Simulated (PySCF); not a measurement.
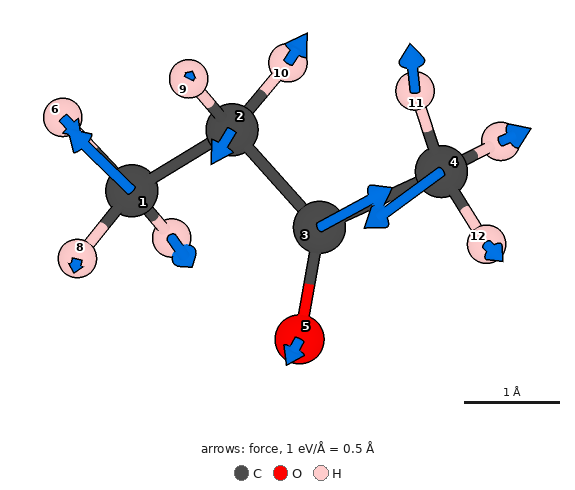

Starting geometry of C₄H₈O with the computed forces as blue arrows. The picture is a ball-and-stick view, seen at a tilt.

The start comes from GFN2-xTB. Its atoms were then displaced at random by about 0.01 Å.

All numbers below come from PySCF, PBE0-D3(BJ)/def2-SVP geometry optimisation, gas phase. 

Question: Is this structure relaxed? If not, where do the atoms go?

Answer: It isn't relaxed: the largest force vector, on a C atom, is 2.32 eV/Å. The final displacements follow the starting forces only in part (cosine between the two patterns 0.46). An H atom moves most after the best rigid fit: 0.068 Å. By element the largest moves are H 0.068 Å, C 0.039 Å, O 0.016 Å. Among the contacts that change: C–C 1.561 → 1.510 Å, C–H 1.066 → 1.100 Å, C–H 1.120 → 1.100 Å, C–C 1.501 → 1.515 Å. Bond angles that change, for instance: C–C–H 105.2° → 109.3°, H–C–H 108.4° → 104.7°, H–C–H 111.8° → 108.9°. Over 4 geometry steps the energy falls by 14.6 kJ/mol.
